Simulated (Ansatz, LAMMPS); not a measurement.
# Squeezing and shearing amorphous 32Ga2O3-68GeO2 (mol %) (69 atoms)

How stiff is amorphous 32Ga2O3-68GeO2 (mol %) (69 atoms), and how do its levels respond to strain?

Program: Ansatz 0.2.0. Level of theory: Kohn-Sham DFT, PBE, PAW (set soft_1), plane waves. Results are calculated unless marked as measured.

**1. The structure**

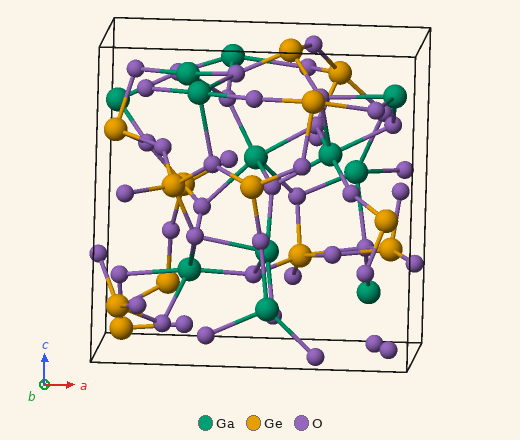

The cell as given, slightly off an axis (gallium teal, germanium orange, oxygen purple). Bonds to atoms that aren't drawn are left out. Some periodic images of atoms are drawn too.

The cell holds 69 atoms: 12 Ga, 13 Ge and 44 O. Its edges and angles: a = 9.383 Å, b = 9.383 Å, c = 9.383 Å, α = 90.0°, β = 90.0°, γ = 90.0°. 69 atoms (12 Fe, 13 Ge, 44 O) placed at random at 4.74 g/cm³, melted at 5000 K for 10 ps at fixed volume with the Morse and Coulomb pair potential with partial charges (Pedone, Malavasi, Menziani, Cormack and Segre, J. Phys. Chem. B 110, 11780 (2006)). Quenched from 5000 K to 300 K at 20 K/ps and fixed volume, held 5 ps, then minimised at fixed cell. Then Fe was replaced by Ga and the cell scaled by 1.006 (the potential has no terms for the new elements, so the cell is a start for a DFT relaxation).

Limits known from the start: The quench rate of 20 K/ps far exceeds what a furnace or splat quench reaches, so expect more defects and frozen-in strain than in a real sample. The starting topology of bonds comes from the classical model, and needn't be the one that DFT or experiment would give. The Brillouin zone is sampled at Γ only.

**2. Single point at the start**

The forces at the start show how far the geometry lies from a minimum of this functional.

The input, input.yaml:

```yaml
crystal:
  lattice:
    - [9.38326, 0.0, 0.0]
    - [0.0, 9.38326, 0.0]
    - [0.0, 0.0, 9.38326]
  atoms:
    - { symbol: Ga, position: [0.31252, 0.1619, 0.84962] }
    - { symbol: Ga, position: [0.92661, 0.27167, 0.84763] }
    - { symbol: Ga, position: [0.78601, 0.81624, 0.55241] }
    - { symbol: Ga, position: [0.47655, 0.62189, 0.60724] }
    - { symbol: Ga, position: [0.72128, 0.40924, 0.64422] }
    - { symbol: Ga, position: [0.27881, 0.56842, 0.2507] }
    - { symbol: Ga, position: [0.02191, 0.92959, 0.74773] }
    - { symbol: Ga, position: [0.53118, 0.36889, 0.3343] }
    - { symbol: Ga, position: [0.26082, 0.49297, 0.87757] }
    - { symbol: Ga, position: [0.55032, 0.06316, 0.17907] }
    - { symbol: Ga, position: [0.83132, 0.92226, 0.1628] }
    - { symbol: Ga, position: [0.38547, 0.84465, 0.90543] }
    - { symbol: Ge, position: [0.06232, 0.71792, 0.04375] }
    - { symbol: Ge, position: [0.62201, 0.68794, 0.29383] }
    - { symbol: Ge, position: [0.91296, 0.57352, 0.33335] }
    - { symbol: Ge, position: [0.03247, 0.59687, 0.6842] }
    - { symbol: Ge, position: [0.06635, 0.33142, 0.15001] }
    - { symbol: Ge, position: [0.23967, 0.82869, 0.4954] }
    - { symbol: Ge, position: [0.68042, 0.02649, 0.84493] }
    - { symbol: Ge, position: [0.58921, 0.36591, 0.97413] }
    - { symbol: Ge, position: [0.91619, 0.13874, 0.4642] }
    - { symbol: Ge, position: [0.73249, 0.67929, 0.87815] }
    - { symbol: Ge, position: [0.19296, 0.99246, 0.16842] }
    - { symbol: Ge, position: [0.23206, 0.31824, 0.53848] }
    - { symbol: Ge, position: [0.49172, 0.07034, 0.56491] }
    - { symbol: O, position: [0.91503, 0.45205, 0.73947] }
    - { symbol: O, position: [0.93269, 0.97038, 0.54948] }
    - { symbol: O, position: [0.66485, 0.5964, 0.71738] }
    - { symbol: O, position: [0.08492, 0.20629, 0.51899] }
    - { symbol: O, position: [0.30254, 0.37297, 0.37495] }
    - { symbol: O, position: [0.52154, 0.12625, 0.38864] }
    - { symbol: O, position: [0.87045, 0.76583, 0.74772] }
    - { symbol: O, position: [0.85699, 0.07509, 0.3016] }
    - { symbol: O, position: [0.92529, 0.33837, 0.03656] }
    - { symbol: O, position: [0.20101, 0.91992, 0.33972] }
    - { symbol: O, position: [0.12476, 0.77172, 0.62862] }
    - { symbol: O, position: [0.8771, 0.06255, 0.82049] }
    - { symbol: O, position: [0.59346, 0.85297, 0.21274] }
    - { symbol: O, position: [0.8242, 0.76403, 0.31804] }
    - { symbol: O, position: [0.08855, 0.62688, 0.87588] }
    - { symbol: O, position: [0.05502, 0.64354, 0.22056] }
    - { symbol: O, position: [0.86294, 0.72504, 0.01879] }
    - { symbol: O, position: [0.25956, 0.74076, 0.0599] }
    - { symbol: O, position: [0.37808, 0.92307, 0.57044] }
    - { symbol: O, position: [0.41851, 0.36119, 0.89556] }
    - { symbol: O, position: [0.6909, 0.28556, 0.83566] }
    - { symbol: O, position: [0.93774, 0.60607, 0.51532] }
    - { symbol: O, position: [0.62306, 0.83302, 0.87786] }
    - { symbol: O, position: [0.65288, 0.53802, 0.9791] }
    - { symbol: O, position: [0.56004, 0.2837, 0.13905] }
    - { symbol: O, position: [0.13893, 0.26308, 0.84942] }
    - { symbol: O, position: [0.20291, 0.44622, 0.08839] }
    - { symbol: O, position: [0.30851, 0.66823, 0.44175] }
    - { symbol: O, position: [0.20871, 0.96722, 0.83752] }
    - { symbol: O, position: [0.60494, 0.7327, 0.47775] }
    - { symbol: O, position: [0.04454, 0.90592, 0.08927] }
    - { symbol: O, position: [0.99729, 0.40356, 0.30706] }
    - { symbol: O, position: [0.37987, 0.66155, 0.78811] }
    - { symbol: O, position: [0.651, 0.00339, 0.64084] }
    - { symbol: O, position: [0.73144, 0.52324, 0.31549] }
    - { symbol: O, position: [0.18837, 0.46907, 0.64504] }
    - { symbol: O, position: [0.49135, 0.06597, 0.84482] }
    - { symbol: O, position: [0.13588, 0.16635, 0.16956] }
    - { symbol: O, position: [0.36115, 0.01571, 0.09523] }
    - { symbol: O, position: [0.48141, 0.57412, 0.2407] }
    - { symbol: O, position: [0.70828, 0.04209, 0.0355] }
    - { symbol: O, position: [0.35883, 0.20161, 0.6207] }
    - { symbol: O, position: [0.79725, 0.25758, 0.5365] }
    - { symbol: O, position: [0.53885, 0.43126, 0.53477] }
kpoints:
  mp_grid: { grid: [1, 1, 1] }
hamiltonian:
  xc: pbe
  pseudopotentials: { kind: paw, azcp: { folder: soft_1 } }
scf:
  occupations: { method: fixed }
output:
  forces: true
```

Run with:

```console
ansatz run input.yaml --threads 4 --pin off --max-ram 8192MiB --backend cpu --events-out ev --progress --plain --runs-dir out
```

Numbers of over 12 decimals in the logs are rounded to 6 here.

Log:

```text
[...]
Pseudopotentials: kind: paw
Pseudopotential: Ga, paw, valence charge 13, recommended cutoff 420 eV (normal), soft_1/Ga.paw.azcp
Pseudopotential: Ge, paw, valence charge 14, recommended cutoff 420 eV (normal), soft_1/Ge.paw.azcp
Pseudopotential: O, paw, valence charge 6, recommended cutoff 420 eV (normal), soft_1/O.paw.azcp
[... 5 lines on functional and potentials left out ...]
Crystal: 69 atoms, lattice volume = 826.154 Å³
Basis set: ecut = 420 eV, 16135 PW (Γ), exchange–correlation on 128×128×128 points (8 copies of the dense FFT grid, shifted against one another)
Bands: 370, of which v1, the nominal top of the filled ones, is band 301 counted from 1 (300 counted from 0)
Symmetry: 1 space group operations
Space group: P1 (ITA 1), of the structure as read, at distance tolerance 9.4e-5 Å
k-points: 1
[... 7 lines on functional and potentials left out ...]
Initial density: superposition of atomic densities (chi_scale 0.1, normalization cell, long waves kept (reshape's long-wave potential 0.32 eV rms))
Initial wavefunctions: pseudopotential atomic-orbital guess
[...]
SCF iter   1: F=—  HF=-126207.311262 eV  |F-HF|=—  |Δ(HF+E_count)|=         —  Δρ=1.11e-1  dr2=5.78e1  ethr=3.10e-3  ⟨swp⟩=4.0  Hψ=1169  notcnv=0  defer=64
preconditioner: auto → Resta (q_TF=auto, 2.588 Å⁻¹)  ε∞=3.5  [insulator: Δε(μ)=1.538 eV  Ē_g=19.990 eV  n_scr=250 (ndim 8)  ℏωp=31.7 eV  f_vac=0.034  ε∞_Penn≈3.5]
[...]
SCF iter  13: F=—  HF=-126189.573671 eV  |F-HF|=—  |Δ(HF+E_count)|=   3.44e-7  Δρ=3.78e-6  dr2=1.07e-7  ethr=1.66e-11  ⟨swp⟩=4.0  Hψ=1110  notcnv=0
SCF iter  14: F=-126189.573671 eV  HF=-126189.573671 eV  |F-HF|=4.76e-9  |Δ(HF+E_count)|=   2.99e-8  Δρ=9.98e-7  dr2=7.89e-9  ethr=1.66e-11  ⟨swp⟩=4.0  Hψ=998  notcnv=0
SCF 1 converged in 14 iterations: F = -126189.573671 eV  dr2 = 7.89e-9
[...]
SCF converged after 14 iterations
Free energy (F): -126189.573671 eV
Harris-Foulkes:  -126189.573671 eV  (|F-HF|=4.76e-9)
Internal energy: -126189.573671 eV  (E = F + TS)
E sigma→0 (E₀):  -126189.573671 eV
Fermi energy:    6.609020 eV
--- Per-component energies (eV) ---
[...]
Σ components = -126189.573671   (vs F -126189.573671, Δ=0.00e0)
--- Forces (eV/Å), atoms counted from 1 ---
  atom   1  Ga    -0.96709861     0.12361452    -0.60156487
  atom   2  Ga     0.95873627     0.35404712     0.98353258
  atom   3  Ga     0.22537487    -0.16939453    -0.70763412
  atom   4  Ga     0.74405140    -0.15167645    -0.01122422
[...]
atom  69  O      0.54656458     0.09624246     0.05650118
  max |Σ_I F_I| component: 8.57e-6 eV/Å
```

Elapsed: 9.2 s, on 4 threads of Arm Neoverse V2, shared host; peak memory 1 GiB; 35 s of CPU time.

The r.m.s. force at the start is 0.85 eV/Å.

**3. Cell and atoms relaxed**

Cell and atoms are freed together, to release stress as well as forces.

The input, input.yaml:

```yaml
crystal:
  lattice:
    - [9.38326, 0.0, 0.0]
    - [0.0, 9.38326, 0.0]
    - [0.0, 0.0, 9.38326]
  atoms:
    [... the 69 atom lines of step 2 ...]
kpoints:
  mp_grid: { grid: [1, 1, 1] }
hamiltonian:
  xc: pbe
  pseudopotentials: { kind: paw, azcp: { folder: soft_1 } }
scf:
  occupations: { method: fixed }
output:
  forces: true
relax:
  f_tol: 0.05
  max_steps: 150
  cell: {}
```

Log:

```text
[...]
Crystal: 69 atoms, lattice volume = 826.154 Å³
Basis set: ecut = 420 eV, 16135 PW (Γ), exchange–correlation on 128×128×128 points (8 copies of the dense FFT grid, shifted against one another)
Bands: 370, of which v1, the nominal top of the filled ones, is band 301 counted from 1 (300 counted from 0)
Symmetry: 1 space group operations
[...]
k-points: 1
[...]
SCF iter   1: F=—  HF=-126207.311262 eV  |F-HF|=—  |Δ(HF+E_count)|=         —  Δρ=1.11e-1  dr2=5.78e1  ethr=3.10e-3  ⟨swp⟩=4.0  Hψ=1169  notcnv=0  defer=64
[...]
SCF iter  14: F=-126189.573671 eV  HF=-126189.573671 eV  |F-HF|=4.69e-9  |Δ(HF+E_count)|=   2.98e-8  Δρ=9.97e-7  dr2=7.87e-9  ethr=1.66e-11  ⟨swp⟩=4.0  Hψ=998  notcnv=0
SCF 1 converged in 14 iterations: F = -126189.573671 eV  dr2 = 7.87e-9
[...]
relax step   1: F+E_penalty+E_count = -126189.57367056 eV  Δ(F+E_penalty+E_count) = +0.000e0 eV  max|allowed force component| = 2.356e0 eV/Å  Δτ_max = 0.0000 Å  P = -3.563 GPa  Ω = 826.154 Å³  (14 SCF iters, dr2 threshold 1.00e-7 eV, accepted)
[... from here on, the SCF cycles and remarks between the steps are left out ...]
relax step   2: F+E_penalty+E_count = -126193.50950784 eV  Δ(F+E_penalty+E_count) = -3.936e0 eV  max|allowed force component| = 9.802e-1 eV/Å  Δτ_max = 0.1437 Å  P = -0.409 GPa  Ω = 792.235 Å³  energy of the carried Pulay correction = +1.023e-1 eV  (8 SCF iters, dr2 threshold 6.90e-6 eV, accepted)
relax step   3: F+E_penalty+E_count = -126194.54573343 eV  Δ(F+E_penalty+E_count) = -1.036e0 eV  max|allowed force component| = 5.366e-1 eV/Å  Δτ_max = 0.0943 Å  P = +1.116 GPa  Ω = 779.014 Å³  energy of the carried Pulay correction = +1.433e-1 eV  (8 SCF iters, dr2 threshold 6.90e-6 eV, accepted)
relax step   4: F+E_penalty+E_count = -126195.39025891 eV  Δ(F+E_penalty+E_count) = -8.445e-1 eV  max|allowed force component| = 4.744e-1 eV/Å  Δτ_max = 0.2000 Å  P = +0.523 GPa  Ω = 784.250 Å³  energy of the carried Pulay correction = +1.270e-1 eV  (8 SCF iters, dr2 threshold 6.90e-6 eV, accepted)
relax step   5: F+E_penalty+E_count = -126195.80336168 eV  Δ(F+E_penalty+E_count) = -4.131e-1 eV  max|allowed force component| = 2.027e-1 eV/Å  Δτ_max = 0.2000 Å  P = +0.098 GPa  Ω = 790.402 Å³  energy of the carried Pulay correction = +1.079e-1 eV  (8 SCF iters, dr2 threshold 6.90e-6 eV, accepted)
relax step   6: F+E_penalty+E_count = -126196.03948552 eV  Δ(F+E_penalty+E_count) = -2.361e-1 eV  max|allowed force component| = 1.317e-1 eV/Å  Δτ_max = 0.2000 Å  P = +0.037 GPa  Ω = 793.705 Å³  energy of the carried Pulay correction = +9.777e-2 eV  (8 SCF iters, dr2 threshold 2.57e-6 eV, accepted)
relax step   7: F+E_penalty+E_count = -126196.08631557 eV  Δ(F+E_penalty+E_count) = -4.683e-2 eV  max|allowed force component| = 3.116e-1 eV/Å  Δτ_max = 0.2000 Å  P = +0.029 GPa  Ω = 795.105 Å³  energy of the carried Pulay correction = +9.347e-2 eV  (9 SCF iters, dr2 threshold 1.08e-6 eV, accepted)
relax step   8: F+E_penalty+E_count = -126196.08967630 eV  Δ(F+E_penalty+E_count) = -3.361e-3 eV  max|allowed force component| = 3.292e-1 eV/Å  Δτ_max = 0.0438 Å  P = -0.054 GPa  Ω = 794.984 Å³  energy of the carried Pulay correction = +9.384e-2 eV  (7 SCF iters, dr2 threshold 6.07e-6 eV, accepted)
relax step   9: F+E_penalty+E_count = -126196.14578163 eV  Δ(F+E_penalty+E_count) = -5.611e-2 eV  max|allowed force component| = 2.071e-1 eV/Å  Δτ_max = 0.2000 Å  P = +0.003 GPa  Ω = 793.924 Å³  energy of the carried Pulay correction = +9.710e-2 eV  (8 SCF iters, dr2 threshold 6.77e-6 eV, accepted)
relax step  10: F+E_penalty+E_count = -126196.18238072 eV  Δ(F+E_penalty+E_count) = -3.660e-2 eV  max|allowed force component| = 3.153e-1 eV/Å  Δτ_max = 0.1490 Å  P = +0.129 GPa  Ω = 793.073 Å³  energy of the carried Pulay correction = +9.971e-2 eV  (8 SCF iters, dr2 threshold 2.68e-6 eV, accepted)
relax step  11: F+E_penalty+E_count = -126196.30637703 eV  Δ(F+E_penalty+E_count) = -1.240e-1 eV  max|allowed force component| = 2.269e-1 eV/Å  Δτ_max = 0.2000 Å  P = -0.102 GPa  Ω = 794.052 Å³  energy of the carried Pulay correction = +9.670e-2 eV  (8 SCF iters, dr2 threshold 6.21e-6 eV, accepted)
relax step  12: F+E_penalty+E_count = -126196.40848594 eV  Δ(F+E_penalty+E_count) = -1.021e-1 eV  max|allowed force component| = 2.525e-1 eV/Å  Δτ_max = 0.2000 Å  P = +0.004 GPa  Ω = 792.750 Å³  energy of the carried Pulay correction = +1.007e-1 eV  (8 SCF iters, dr2 threshold 3.22e-6 eV, accepted)
relax step  13: F+E_penalty+E_count = -126196.48031535 eV  Δ(F+E_penalty+E_count) = -7.183e-2 eV  max|allowed force component| = 1.394e-1 eV/Å  Δτ_max = 0.1948 Å  P = -0.010 GPa  Ω = 791.943 Å³  energy of the carried Pulay correction = +1.032e-1 eV  (8 SCF iters, dr2 threshold 3.98e-6 eV, accepted)
relax step  14: F+E_penalty+E_count = -126196.52477007 eV  Δ(F+E_penalty+E_count) = -4.445e-2 eV  max|allowed force component| = 3.034e-1 eV/Å  Δτ_max = 0.2000 Å  P = +0.063 GPa  Ω = 790.997 Å³  energy of the carried Pulay correction = +1.061e-1 eV  (9 SCF iters, dr2 threshold 1.22e-6 eV, accepted)
relax step  15: F+E_penalty+E_count = -126196.48074703 eV  Δ(F+E_penalty+E_count) = +4.402e-2 eV  max|allowed force component| = 6.361e-1 eV/Å  Δτ_max = 0.2000 Å  P = -0.151 GPa  Ω = 792.517 Å³  energy of the carried Pulay correction = +1.014e-1 eV  (8 SCF iters, dr2 threshold 5.75e-6 eV, rejected (line search))
relax step  16: F+E_penalty+E_count = -126196.54022727 eV  Δ(F+E_penalty+E_count) = -1.546e-2 eV  max|allowed force component| = 2.293e-1 eV/Å  Δτ_max = 0.0692 Å  P = +0.041 GPa  Ω = 791.184 Å³  energy of the carried Pulay correction = +1.055e-1 eV  (13 SCF iters, accepted)
relax step  17: F+E_penalty+E_count = -126196.54217250 eV  Δ(F+E_penalty+E_count) = -1.945e-3 eV  max|allowed force component| = 1.335e-1 eV/Å  Δτ_max = 0.1000 Å  P = +0.066 GPa  Ω = 790.818 Å³  energy of the carried Pulay correction = +1.067e-1 eV  (8 SCF iters, dr2 threshold 3.29e-6 eV, accepted)
relax step  18: F+E_penalty+E_count = -126196.54756362 eV  Δ(F+E_penalty+E_count) = -5.391e-3 eV  max|allowed force component| = 1.346e-1 eV/Å  Δτ_max = 0.0540 Å  P = -0.102 GPa  Ω = 791.878 Å³  energy of the carried Pulay correction = +1.034e-1 eV  (8 SCF iters, dr2 threshold 1.11e-6 eV, accepted)
relax step  19: F+E_penalty+E_count = -126196.51468241 eV  Δ(F+E_penalty+E_count) = +3.288e-2 eV  max|allowed force component| = 1.947e-1 eV/Å  Δτ_max = 0.2000 Å  P = -0.234 GPa  Ω = 793.349 Å³  energy of the carried Pulay correction = +9.886e-2 eV  (9 SCF iters, dr2 threshold 1.13e-6 eV, rejected (line search))
relax step  20: F+E_penalty+E_count = -126196.55314269 eV  Δ(F+E_penalty+E_count) = -5.579e-3 eV  max|allowed force component| = 5.880e-2 eV/Å  Δτ_max = 0.0275 Å  P = +0.099 GPa  Ω = 791.173 Å³  energy of the carried Pulay correction = +1.056e-1 eV  (13 SCF iters, accepted)
relax step  21: F+E_penalty+E_count = -126196.55355422 eV  Δ(F+E_penalty+E_count) = -4.115e-4 eV  max|allowed force component| = 1.172e-2 eV/Å  Δτ_max = 0.0201 Å  P = -0.002 GPa  Ω = 791.399 Å³  energy of the carried Pulay correction = +1.049e-1 eV  (7 SCF iters, dr2 threshold 2.16e-7 eV, accepted)
relax step  22: F+E_penalty+E_count = -126196.52717168 eV  Δ(F+E_penalty+E_count) = +2.638e-2 eV  max|allowed force component| = 1.094e-2 eV/Å  Δτ_max = 0.0000 Å  P = -0.087 GPa  Ω = 791.399 Å³  stress off target by 2.87e-1 GPa  SCF on the basis re-selected at this cell (its energy is not comparable with the rows above)  (8 SCF iters)
relax step  23: F+E_penalty+E_count = -126196.53088201 eV  Δ(F+E_penalty+E_count) = -3.710e-3 eV  max|allowed force component| = 3.890e-2 eV/Å  Δτ_max = 0.0193 Å  P = +0.027 GPa  Ω = 791.040 Å³  energy of the carried Pulay correction = +1.319e-3 eV  (8 SCF iters, dr2 threshold 2.06e-7 eV, accepted)
relax step  24: F+E_penalty+E_count = -126196.53086820 eV  Δ(F+E_penalty+E_count) = +1.381e-5 eV  max|allowed force component| = 6.129e-2 eV/Å  Δτ_max = 0.0359 Å  P = -0.005 GPa  Ω = 790.998 Å³  energy of the carried Pulay correction = +1.367e-3 eV  (9 SCF iters, dr2 threshold 7.94e-9 eV, rejected (line search))
relax step  25: F+E_penalty+E_count = -126196.53201971 eV  Δ(F+E_penalty+E_count) = -1.138e-3 eV  max|allowed force component| = 1.932e-2 eV/Å  Δτ_max = 0.0169 Å  P = -0.005 GPa  Ω = 791.080 Å³  energy of the carried Pulay correction = +1.174e-3 eV  (10 SCF iters, accepted)
relax step  26: F+E_penalty+E_count = -126196.53169313 eV  Δ(F+E_penalty+E_count) = +3.266e-4 eV  max|allowed force component| = 1.941e-2 eV/Å  Δτ_max = 0.0000 Å  P = -0.006 GPa  Ω = 791.080 Å³  stress off target by 1.80e-2 GPa  SCF on the basis re-selected at this cell (its energy is not comparable with the rows above)  (5 SCF iters)
[...]
SCF converged after 5 iterations
Free energy (F): -126196.531693 eV
[...]
Internal energy: -126196.531693 eV  (E = F + TS)
E sigma→0 (E₀):  -126196.531693 eV
Fermi energy:    6.885784 eV
[...]
--- Forces (eV/Å), atoms counted from 1 ---
  atom   1  Ga     0.00389540    -0.00117607     0.00223793
  atom   2  Ga    -0.00034650     0.00567813     0.00534719
  atom   3  Ga    -0.01148513    -0.00464054    -0.00169906
  atom   4  Ga     0.00326190     0.00343525    -0.00617318
  atom   5  Ga    -0.00146054    -0.00188985    -0.00610998
  atom   6  Ga     0.00630854     0.00978131    -0.00831454
  atom   7  Ga     0.00053671     0.00360476    -0.00198433
  atom   8  Ga     0.00429971     0.00681287     0.00151136
  atom   9  Ga     0.00479813     0.00039655    -0.00068887
  atom  10  Ga     0.00089134    -0.01941149     0.01328616
  atom  11  Ga     0.00442158    -0.00363866     0.00838081
  atom  12  Ga     0.00125603    -0.00312677     0.00408459
  atom  13  Ge    -0.00596338     0.00556486    -0.00145689
  atom  14  Ge     0.01915403     0.01041661     0.00343161
[...]
atom  68  O     -0.00275767    -0.00144743     0.00424301
  atom  69  O      0.00127592     0.00123892     0.00634399
  max |Σ_I F_I| component: 1.93e-5 eV/Å
--- Stress (GPa, compression-positive) ---
       -0.014700      -0.003788      -0.007292
       -0.003788      -0.005410       0.013373
       -0.007292       0.013373       0.001207
  P = ⅓ Tr σ = -0.0063 GPa (-0.063 kbar)
--- Relaxed structure (24 steps of the walk, 21 accepted, 2 SCFs on fresh bases) ---
  F+E_penalty+E_count = -126196.53169313 eV   max|allowed force component| = 1.941e-2 eV/Å   (the final SCF, on the basis selected at the relaxed cell)
  cell:  # Å, volume = 791.0798 Å³
    - [9.369799, -0.190559, -0.185035]
    - [-0.190559, 8.964119, 0.297134]
    - [-0.185035, 0.297134, 9.435848]
  atoms:
    - { symbol: Ga, position: [0.312894, 0.149637, 0.871862] }
    - { symbol: Ga, position: [0.958841, 0.261787, 0.861757] }
    - { symbol: Ga, position: [0.813466, 0.779437, 0.524246] }
    - { symbol: Ga, position: [0.498143, 0.601061, 0.613952] }
[...]
- { symbol: O, position: [0.542406, 0.411948, 0.540836] }
```

Wall time 3.1 min (4 threads); peak memory 1 GiB; 12 min of CPU time.

The relaxation converged after 24 steps, with a largest force component of 0.019 eV/Å.

(Continued in part 2 of 3.)

[Logs are printed without paths, hosts, clocks, repeated set-up lines and the standing remarks that a program may print on its own settings, such as how far it seeks lower states.]

[Hosts, paths, dates, database ids (printed as entryN), source tags and the programs' standing remarks are cut or masked in the printed files.]
